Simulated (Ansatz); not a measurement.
# Electron scattering at the Σ5 (310) boundary in fcc Ir, part 2 of 3

How much does the Σ5 (310) boundary in fcc Ir reflect electrons?

Ansatz 0.2.0; Ansatz plane-wave DFT, PBEsol, PAW files; relaxation of a bicrystal slab with its lowest layers held; PAW set soft_1 (the session's first sound run).

So far: Starting point; Relaxing the bicrystal.

## 2. Relaxing the bicrystal (continued)

Relaxation path:

```csv
step,energy less that of the first step (eV),largest force component (eV/Å)
1,0.0000,2.2502
2,-0.4715,0.9284
3,-0.7262,0.3194
4,-0.8453,0.2796
5,-0.9144,0.1612
6,-0.9492,0.1599
7,-0.9619,0.1212
8,-0.9648,0.0335
9,-0.9651,0.0143
```

The run keeps the 2 symmetry operations that it works with, so distortions that break them were not tested.

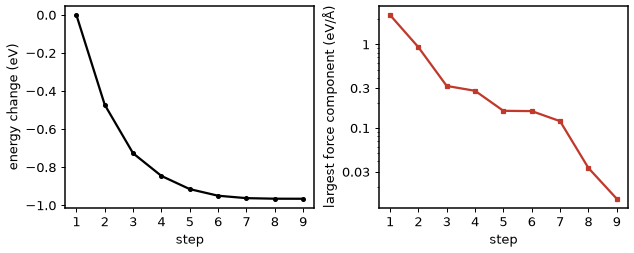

Energy and largest force along the relaxation.

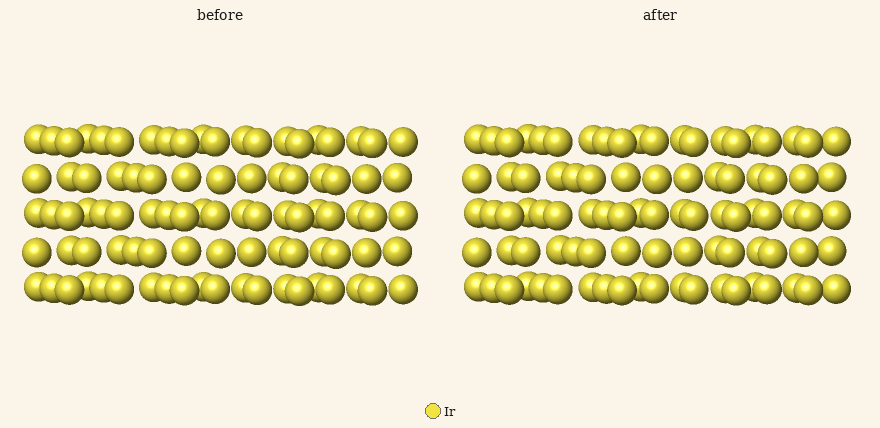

The structure before and after the relaxation, drawn at the same scale.

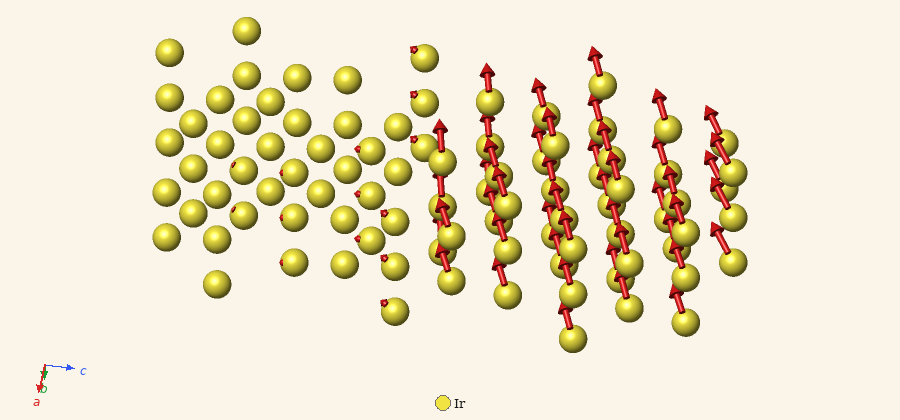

Displacements in the relaxation, exaggerated; the longest in the cell stands for 0.83 Å. 1×2×1 cells are drawn. Some periodic images of atoms are drawn too.

The atoms that moved most (Å):

```csv
atom,dx,dy,dz,length
Ir32,-0.678,0.000,-0.482,0.831
Ir16,-0.751,0.000,-0.180,0.773
Ir27,-0.698,0.000,-0.302,0.760
Ir28,-0.687,0.000,-0.317,0.756
Ir31,-0.622,0.000,-0.412,0.746
Ir20,-0.661,0.000,-0.311,0.731
Ir23,-0.657,0.000,-0.302,0.724
Ir30,-0.645,0.000,-0.322,0.721
```

Final coordinates:

```cif
data_structure
_symmetry_space_group_name_H-M 'P 1'
_symmetry_Int_Tables_number 1
_cell_length_a 6.0706
_cell_length_b 3.8394
_cell_length_c 30.4260
_cell_angle_alpha 90.000
_cell_angle_beta 90.000
_cell_angle_gamma 90.000
_cell_volume 709.16
loop_
_atom_site_label
_atom_site_type_symbol
_atom_site_fract_x
_atom_site_fract_y
_atom_site_fract_z
_atom_site_occupancy
Ir1 Ir 0.20000 0.00000 0.16433 1
Ir2 Ir 0.90000 0.50000 0.18429 1
Ir3 Ir 0.60000 0.00000 0.20424 1
Ir4 Ir 0.30000 0.50000 0.22419 1
Ir5 Ir 0.00000 0.00000 0.24414 1
Ir6 Ir 0.69583 0.50000 0.26212 1
Ir7 Ir 0.40149 0.00000 0.28293 1
Ir8 Ir 0.09997 0.50000 0.30299 1
Ir9 Ir 0.80219 0.00000 0.32136 1
Ir10 Ir 0.50394 0.50000 0.34301 1
Ir11 Ir 0.20079 0.00000 0.36292 1
Ir12 Ir 0.90507 0.50000 0.38271 1
Ir13 Ir 0.60036 0.00000 0.39934 1
Ir14 Ir 0.30503 0.50000 0.42303 1
Ir15 Ir 0.98524 0.00000 0.43885 1
Ir16 Ir 0.47621 0.00000 0.47766 1
Ir17 Ir 0.79604 0.50000 0.49322 1
Ir18 Ir 0.09115 0.00000 0.51789 1
Ir19 Ir 0.39480 0.50000 0.53378 1
Ir20 Ir 0.69106 0.00000 0.55316 1
Ir21 Ir 0.99573 0.50000 0.57406 1
Ir22 Ir 0.29427 0.00000 0.59522 1
Ir23 Ir 0.59170 0.50000 0.61330 1
Ir24 Ir 0.89151 0.00000 0.63377 1
Ir25 Ir 0.19162 0.50000 0.65370 1
Ir26 Ir 0.49313 0.00000 0.67401 1
Ir27 Ir 0.78506 0.50000 0.69312 1
Ir28 Ir 0.08688 0.00000 0.71256 1
Ir29 Ir 0.39454 0.50000 0.73429 1
Ir30 Ir 0.69372 0.00000 0.75232 1
Ir31 Ir 0.99753 0.50000 0.76931 1
Ir32 Ir 0.28837 0.00000 0.78697 1
```

This step gave:

* free energy: -377601.5210 eV
* energy at zero smearing: -377600.9552 eV
* Fermi energy: 14.40 eV

The largest force component on a free atom ends at 0.014 eV/Å, under the tolerance of 0.03, after 9 steps.

## 3. Transmission across the boundary

This step: Ansatz plane-wave DFT, PBEsol, PAW files; ballistic transport by layer matching (Landauer), zero bias; boundary relaxed in a short slab, bulk layers laid on; PAW set soft_1 (Ansatz 0.2.0).

System of this step: Σ5 (310) boundary in fcc Ir. The cell holds 72 atoms: 72 Ir. Its edges and angles: a = 6.071 Å, b = 3.839 Å, c = 51.422 Å, α = 90.0°, β = 90.0°, γ = 90.0°. It derives from Ir. Regions: lower grain, 29 atoms (29 Ir); boundary, 20 atoms (20 Ir); upper grain, 23 atoms (23 Ir). Vacuum lies along c.

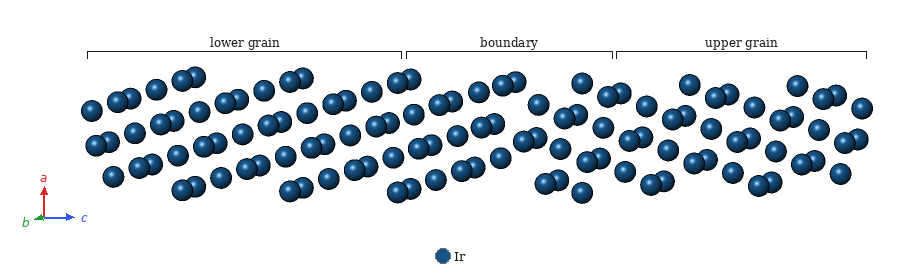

The cell of this step (iridium blue). Some periodic images of atoms are drawn too.

Contents of input.yaml:

```yaml
crystal:
  lattice:
    - [6.0706244242, 0.0, 0.0]
    - [0.0, 3.8394, 0.0]
    - [0.0, 0.0, 51.4221025045]
  atoms:
    - { symbol: Ir, position: [11.7000000003, -19.5, 0.0777875623] }
    - { symbol: Ir, position: [11.4000000003, -19.0, 0.0895930391] }
    - { symbol: Ir, position: [11.1000000003, -18.5, 0.101398516] }
    - { symbol: Ir, position: [10.8000000003, -18.0, 0.1132039929] }
    - { symbol: Ir, position: [10.5000000003, -17.5, 0.1250094698] }
    - { symbol: Ir, position: [10.2000000003, -17.0, 0.1368149467] }
    - { symbol: Ir, position: [9.9000000003, -16.5, 0.1486204236] }
    - { symbol: Ir, position: [9.6000000002, -16.0, 0.1604259004] }
    - { symbol: Ir, position: [9.3000000002, -15.5, 0.1722313773] }
    - { symbol: Ir, position: [9.0000000002, -15.0, 0.1840368542] }
    - { symbol: Ir, position: [8.7000000002, -14.5, 0.1958423311] }
    - { symbol: Ir, position: [8.4000000002, -14.0, 0.207647808] }
    - { symbol: Ir, position: [8.1000000002, -13.5, 0.2194532849] }
    - { symbol: Ir, position: [7.8000000002, -13.0, 0.2312587617] }
    - { symbol: Ir, position: [7.5000000002, -12.5, 0.2430642386] }
    - { symbol: Ir, position: [7.2000000002, -12.0, 0.2548697155] }
    - { symbol: Ir, position: [6.9000000002, -11.5, 0.2666751924] }
    - { symbol: Ir, position: [6.6000000002, -11.0, 0.2784806693] }
    - { symbol: Ir, position: [6.3000000002, -10.5, 0.2902861462] }
    - { symbol: Ir, position: [6.0000000002, -10.0, 0.302091623] }
    - { symbol: Ir, position: [5.7000000002, -9.5, 0.3138970999] }
    - { symbol: Ir, position: [5.4000000002, -9.0, 0.3257025768] }
    - { symbol: Ir, position: [5.1000000001, -8.5, 0.3375080537] }
    - { symbol: Ir, position: [4.8000000001, -8.0, 0.3493135306] }
    - { symbol: Ir, position: [4.5000000001, -7.5, 0.3611190075] }
    - { symbol: Ir, position: [4.2000000001, -7.0, 0.3729244843] }
    - { symbol: Ir, position: [3.9000000001, -6.5, 0.3847299612] }
    - { symbol: Ir, position: [3.6000000001, -6.0, 0.3965354381] }
    - { symbol: Ir, position: [3.3000000001, -5.5, 0.408340915] }
    - { symbol: Ir, position: [1.0e-10, 0.0, 0.4201463919] }
    - { symbol: Ir, position: [0.6958291762, 0.5, 0.4307856666] }
    - { symbol: Ir, position: [0.4014894892, 0.0, 0.4430944135] }
    - { symbol: Ir, position: [0.0999668255, 0.5, 0.4549643847] }
    - { symbol: Ir, position: [0.8021949572, 0.0, 0.4658354299] }
    - { symbol: Ir, position: [0.5039426494, 0.5, 0.4786480112] }
    - { symbol: Ir, position: [0.2007907214, 0.0, 0.4904254716] }
    - { symbol: Ir, position: [0.9050747448, 0.5, 0.5021351057] }
    - { symbol: Ir, position: [0.6003553382, 0.0, 0.5119741296] }
    - { symbol: Ir, position: [0.3050307071, 0.5, 0.5259907143] }
    - { symbol: Ir, position: [-0.0147649443, 0.0, 0.5353545899] }
    - { symbol: Ir, position: [0.4762099984, 0.0, 0.5583147395] }
    - { symbol: Ir, position: [0.7960379426, 0.5, 0.5675262756] }
    - { symbol: Ir, position: [0.0911543132, 0.0, 0.582123792] }
    - { symbol: Ir, position: [0.394803317, 0.5, 0.5915221746] }
    - { symbol: Ir, position: [0.6910567039, 0.0, 0.6029897136] }
    - { symbol: Ir, position: [-0.0042671796, 0.5, 0.6153573798] }
    - { symbol: Ir, position: [0.2942686707, 0.0, 0.6278738279] }
    - { symbol: Ir, position: [0.5916978795, 0.5, 0.6385721129] }
    - { symbol: Ir, position: [-0.1084922949, 0.0, 0.6506864694] }
    - { symbol: Ir, position: [3.1915077051, -5.5, 0.6624919463] }
    - { symbol: Ir, position: [3.4915077051, -6.0, 0.6742974232] }
    - { symbol: Ir, position: [3.7915077051, -6.5, 0.6861029001] }
    - { symbol: Ir, position: [4.0915077051, -7.0, 0.697908377] }
    - { symbol: Ir, position: [4.3915077051, -7.5, 0.7097138538] }
    - { symbol: Ir, position: [4.6915077051, -8.0, 0.7215193307] }
    - { symbol: Ir, position: [4.9915077051, -8.5, 0.7333248076] }
    - { symbol: Ir, position: [5.2915077051, -9.0, 0.7451302845] }
    - { symbol: Ir, position: [5.5915077051, -9.5, 0.7569357614] }
    - { symbol: Ir, position: [5.8915077051, -10.0, 0.7687412383] }
    - { symbol: Ir, position: [6.1915077051, -10.5, 0.7805467151] }
    - { symbol: Ir, position: [6.4915077052, -11.0, 0.792352192] }
    - { symbol: Ir, position: [6.7915077052, -11.5, 0.8041576689] }
    - { symbol: Ir, position: [7.0915077052, -12.0, 0.8159631458] }
    - { symbol: Ir, position: [7.3915077052, -12.5, 0.8277686227] }
    - { symbol: Ir, position: [7.6915077052, -13.0, 0.8395740996] }
    - { symbol: Ir, position: [7.9915077052, -13.5, 0.8513795764] }
    - { symbol: Ir, position: [8.2915077052, -14.0, 0.8631850533] }
    - { symbol: Ir, position: [8.5915077052, -14.5, 0.8749905302] }
    - { symbol: Ir, position: [8.8915077052, -15.0, 0.8867960071] }
    - { symbol: Ir, position: [9.1915077052, -15.5, 0.898601484] }
    - { symbol: Ir, position: [9.4915077052, -16.0, 0.9104069609] }
    - { symbol: Ir, position: [9.7915077052, -16.5, 0.9222124377] }
kpoints:
  mp_grid: { grid: [4, 7, 1] }
hamiltonian:
  xc: pbesol
  pseudopotentials: { kind: paw, azcp: { folder: soft_1 }, xc_functional: pbe }
scf:
  occupations: { method: fermi_dirac, width: 0.1 }
output:
  transmission:
    leads: [[15, 16], [59, 60]]
    kmesh: [10, 16]
    e_range: [-0.1, 0.1]
    de: 0.05
  write_potential: true
  write_density: true
  volumetric_format: npy
  elf: true
```

Run with:

```
$ ansatz run input.yaml --threads 4 --pin off --max-ram 15360MiB --backend cpu --events-out ev --progress --plain --runs-dir out
```

Numbers of over 12 decimals in the logs are rounded to 6 here.

Log:

```text
[...]
Crystal: 72 atoms, lattice volume = 1198.524 Å³
Basis set: ecut = 420 eV, 23419 PW (Γ)
Bands: 735, of which v1, the nominal top of the filled ones, is band 612 counted from 1 (611 counted from 0)
Symmetry: 2 space group operations
[...]
k-points: 12 of 28 (time reversal used)
[...]
SCF iter  11: F=-849619.431743 eV  HF=-849619.431743 eV  |F-HF|=4.94e-8  |Δ(HF+E_count)|=   2.31e-8  Δρ=2.02e-6  dr2=7.81e-8  ethr=8.17e-12  ⟨swp⟩=14.2  Hψ=34234  notcnv=0
SCF 1 converged in 11 iterations: F = -849619.431743 eV  dr2 = 7.81e-8
[...]
transmission: 405 of 4050 steps passed
transmission: 810 of 4050 steps passed
[...]
transmission: 4050 of 4050 steps passed
WARN: The output density's exchange-correlation potential varies sharply where the density is thin. Do not read a vacuum level from v_tot or v_xc, or from such a field of the output density. On a cell that repeats whose density bears no net charge and no dipole along the vacuum's axis use v_es (v_loc + v_h of the components); under efield.dipole_correction with no amplitude use v_es + v_field, which holds any externa [...]
SCF converged after 11 iterations
Free energy (F): -849619.431743 eV
[...]
Internal energy: -849617.006469 eV  (E = F + TS)
E sigma→0 (E₀):  -849618.219106 eV
Entropy (-TS):   -2.425275 eV (-33.684 meV/atom)
Fermi energy:    20.946328 eV
[...]
--- Band table (eV; the first three rows and the last of 12) ---
  k-point 0: bands = [... 608 lower, 20.7698, 20.7748, 20.8097, 20.8189, 20.8775, 20.8912, 20.8997, 20.9857, ... 119 higher]
  k-point 1: bands = [... 608 lower, 20.9780, 21.0159, 21.0417, 21.0557, 21.1101, 21.1422, 21.1772, 21.2064, ... 119 higher]
  k-point 2: bands = [... 608 lower, 21.0751, 21.1226, 21.1439, 21.1835, 21.2232, 21.2459, 21.2754, 21.2819, ... 119 higher]
  k-point 11: bands = [... 608 lower, 20.8024, 20.8257, 20.8429, 20.8613, 20.8721, 20.9146, 20.9297, 20.9855, ... 119 higher]
--- Transmission ---
  basis      : 205 plane waves across, 75 finite elements along
  points     : 54, standing for a mesh of 10 x 16
  energies   : 5 from -0.100000 to 0.100000 eV about the Fermi level, 0.050000 eV apart; the leads are filled to 0.000000 eV, and channels, transmission and decay are at 0.000000 eV
  crystal 0  : Ir4, at the sites [15, 16], period 2.4282 Å, over 18.21 Å; its Hamiltonian steps by up to 20.0 meV
    offset         : up to 0.0000 Å between an atom of the period and one for which it stands
    channels       : 6.125000e0 a spin
    conductance    : none, the energies end too early or step too widely for 300 K: set another output.transmission.e_range or a lower de, or, where they end at an eighth of basis.ecutwfc, a higher one
[...]
rivals         : [[58, 61]] repeat over its atoms by another step, and output.transmission.leads can name them
    channels       : 6.125000e0 a spin
[...]
junction   : crystal 0 to crystal 1, 12.80 to 38.01 Å
    transmission   : 2.394312e0 a spin
[...]
```

The job ended after 34 min (4 threads of Arm Neoverse V1, shared host; peak memory 11 GiB).

Reading the cycles: dr2 is the Hartree energy of the density residual (eV), the measure of convergence; HF is the Harris–Foulkes estimate of the energy, which meets the free energy F at convergence.

This step gave:

```yaml
free_energy: -849619.4317 eV
energy_at_zero_smearing: -849618.2191 eV
fermi_energy: 20.95 eV
cell_area: 23.31 Å²
transmission_per_spin_nearest_the_fermi_level: 2.394
open_channels_per_spin_nearest_the_fermi_level: 6.125
open_channels_per_spin_upper_lead: 6.125
step_of_the_lead_s_potential: 20 meV
step_of_the_upper_lead_s_potential: 22 meV
```

Per spin. Transmission, zone mean against energy, zero at the Fermi level:

```csv
energy (eV),"transmission, zone mean"
-0.1000,2.34
-0.0500,2.37
0.0000,2.39
0.0500,2.38
0.1000,2.41
```

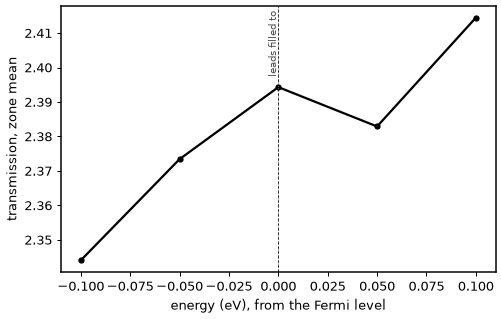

Transmission, zone mean against energy.

Per spin. Table of open channels, zone mean by energy, zero at the Fermi level:

```csv
energy (eV),lead,upper lead
-0.1000,6.04,6.04
-0.0500,6.14,6.16
0.0000,6.12,6.12
0.0500,6.19,6.21
0.1000,6.26,6.26
```

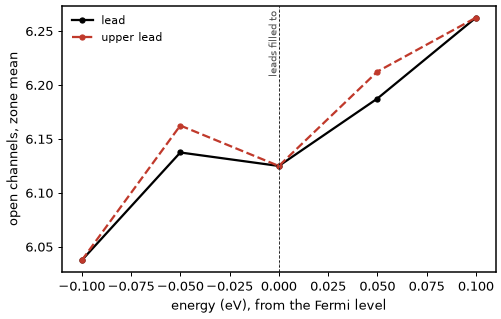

Open channels, zone mean against energy.

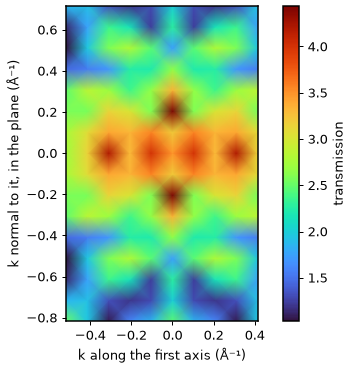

Transmission over k1 and k2. At 0.0000 eV from the Fermi level.

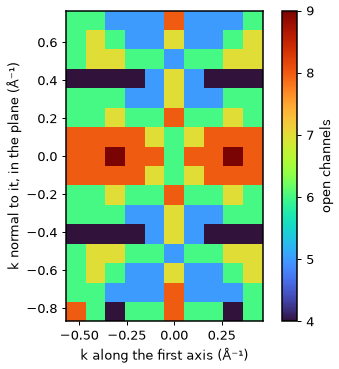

Open channels over k1 and k2. At 0.0000 eV from the Fermi level.

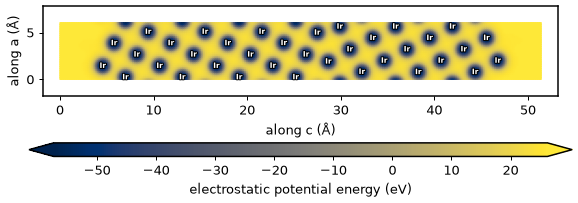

Electrostatic potential energy in the ca plane at fractional y = 0.000, with atoms of Ir within 0.2 Å of it. With pseudopotentials it is smooth inside the atoms' cores, unlike the true potential. The map starts off the cell's origin, so that atoms lie inside it.

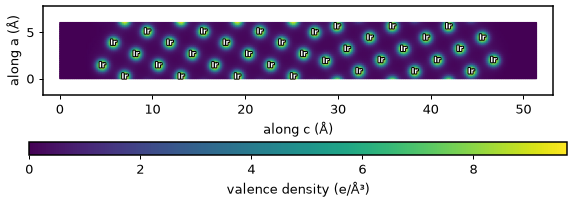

Valence density in the ca plane at fractional y = 0.000, with atoms of Ir within 0.2 Å of it. It is the smooth field of the valence electrons, not physical close to the nuclei. The map starts off the cell's origin, so that atoms lie inside it.

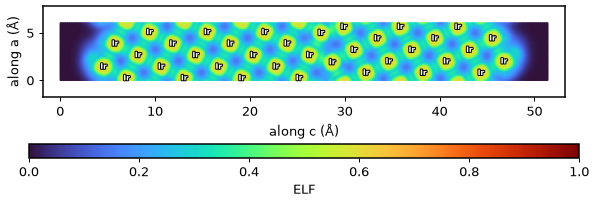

ELF in the ca plane at fractional y = 0.000, with atoms of Ir within 0.2 Å of it. It is the smooth field of the valence electrons, not physical close to the nuclei. The map starts off the cell's origin, so that atoms lie inside it.

Over the solved energies the transmission per spin lies between 2.34 and 2.41, out of 6.15 channels of the lead on average (up to 6.26).

## 4. Specific resistance

This step: Ansatz plane-wave DFT, PBEsol, PAW files; ballistic transport by layer matching (Landauer), zero bias; specific resistance of the boundary; PAW set soft_1 (Ansatz 0.2.0).

This step gave:

- area resistance: 0.7742 fΩ m²
- T over the leads' mean channel count: 0.3870

Averaged over the energies near the Fermi level, 38.7 % of the channels pass, which makes 0.774 fΩ m².

By hand, with T and the leads' channels N averaged over the energies near the Fermi level: RA = A (h/2e²)(1/T − ½[1/N₁ + 1/N₂]) = 23.31×10⁻²⁰ m² × 12 906 Ω × (1/2.382 − ½[1/6.15 + 1/6.16]) = 0.774 fΩ m².

(Continued in part 3 of 3.)

[Logs are printed without paths, hosts, clocks, repeated set-up lines and the standing remarks that a program may print on its own settings, such as how far it seeks lower states.]

[Hosts, paths, dates, database ids (printed as entryN), source tags and the programs' standing remarks are cut or masked in the printed files.]
